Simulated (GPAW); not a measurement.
# Surface energies of Li: faces and functionals

Which face of Li costs least to make, and how far does the functional move the answer?

**Method.** GPAW 26.7.0, plane waves at 450 eV with PAW setups; symmetric 1×1 slabs cut at the tabulated lattice constant (two decimals; low-temperature values for the alkali metals), atoms at bulk places, 7.5 Å of vacuum on each side, one in-plane mesh for all thicknesses, Fermi-Dirac smearing of 0.1 eV. Energies are extrapolated to zero smearing and count from the program's reference atoms. Each γ comes from a line through the energies of slabs of six layers and more, E(n) = nε + 2Aγ.

What came out:

```tsv
face	area an atom (Å²)	γ LDA (J/m²)	γ PBE (J/m²)	γ RPBE (J/m²)
(110)	8.61	0.53	0.48	0.45
(100)	12.18	0.50	0.46	0.43
```

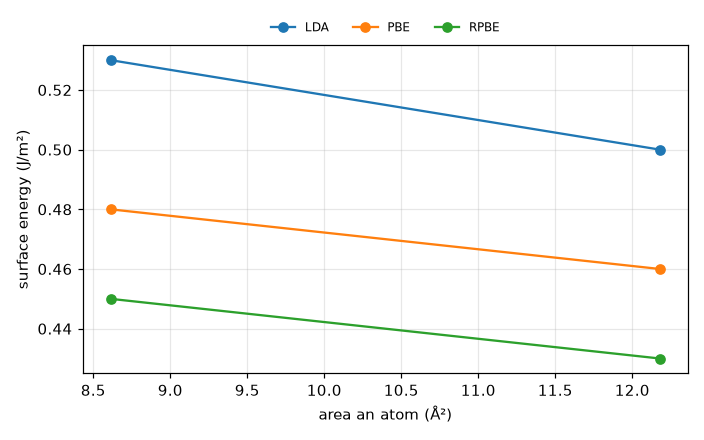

Surface energy against the openness of the face.

What this shows: With PBE the surface energy runs from 0.46 J/m² on (100) to 0.48 J/m² on (110). (100) and (110) lie too close to order. Per surface atom the cost is 0.26 eV on (110) and 0.35 eV on (100), rising as the faces open up and each atom loses more neighbours. On every face the functionals order as LDA > PBE > RPBE, by 0.07 to 0.08 J/m² from first to last: the stronger the gradient correction to exchange, the less a surface costs.

What the numbers leave out: The surfaces are unrelaxed and unreconstructed; relaxation lowers the open faces most. All functionals use the tabulated lattice constant. Faces whose energies scatter by over 20 meV about the line were left out.

[Logs are printed without paths, hosts, clocks, repeated set-up lines and the standing remarks that a program may print on its own settings, such as how far it seeks lower states.]
